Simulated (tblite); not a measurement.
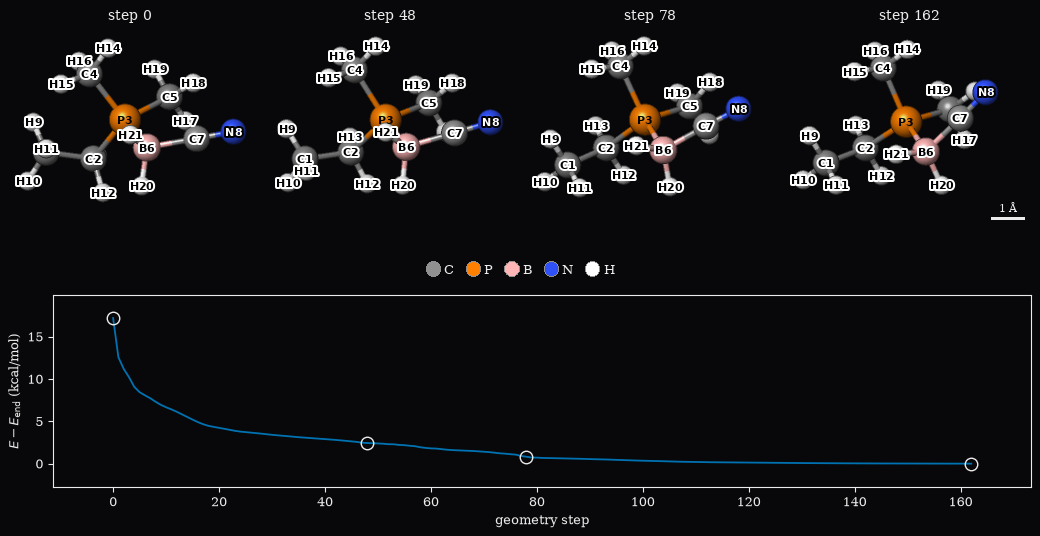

Frames of a relaxation of C$_{5}$H$_{13}$BNP, marked on the history of the run. Style: ball-and-stick. Shown at a tilt.

All numbers below come from tblite 0.8.0, GFN2-xTB geometry optimisation, gas phase. 

Question: What happens along the run?

Answer: The energy falls by 17.2 kcal/mol in 162 geometry steps. The atom that moves furthest after the best rigid fit is N8 (1.63 Å). Largest moves by element: N 1.63 Å, H 1.18 Å, C 0.92 Å, B 0.14 Å, P 0.08 Å. Among the contacts that change: C2–P3 1.788 → 1.849 Å, C1–H11 1.126 → 1.088 Å, P3–B6 1.896 → 1.928 Å, C2–H12 1.123 → 1.093 Å. Bond angles that change, for instance: C2–P3–B6 107.6° → 119.4°, C2–P3–C5 113.0° → 102.4°, P3–B6–C7 108.4° → 98.7°. Groups turn about P3–B6 by about 50°, C2–P3 by about 45°, P3–C5 by about 20°. From step 0 to 48: H11 moves most (0.71 Å), energy −14.8 kcal/mol. From step 48 to 78: H9 moves most (0.77 Å), energy −1.61 kcal/mol. From step 78 to 162: N8 moves most (0.67 Å), energy −0.82 kcal/mol.

```csv
step,"E − E(0), kcal/mol"
0,0.00
1,-4.63
2,-6.00
3,-6.98
4,-8.13
5,-8.75
6,-9.12
7,-9.46
8,-9.88
9,-10.24
10,-10.53
18,-12.72
26,-13.52
34,-14.01
42,-14.39
50,-14.80
58,-15.25
66,-15.63
74,-16.01
82,-16.53
90,-16.65
98,-16.81
106,-16.95
114,-17.03
122,-17.09
130,-17.12
138,-17.15
146,-17.17
154,-17.18
162,-17.19
```
